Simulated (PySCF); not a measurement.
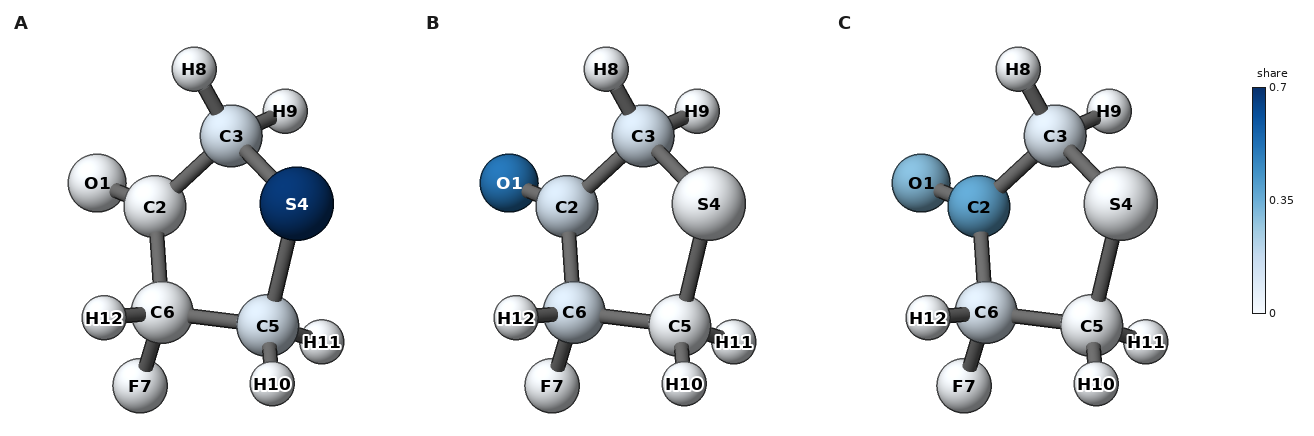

Each panel colours the atoms by their Löwdin share in one orbital (up to four of the largest shares; other atoms are shown as zero). Computed geometry: GFN2-xTB optimisation. No frequency run is at hand to confirm it as a minimum. Level of theory: B3LYP/def2-SVPD (PySCF 2.14.0).

### The panels show the HOMO−1, HOMO, LUMO, in some order. Which is which?

A: HOMO, −6.88 eV; S4 0.67, C3 0.10, C5 0.09
B: HOMO−1, −7.74 eV; O1 0.51, C2 0.11, C3 0.10, C6 0.10
C: LUMO, −1.77 eV; C2 0.37, O1 0.30, C6 0.09, C3 0.08
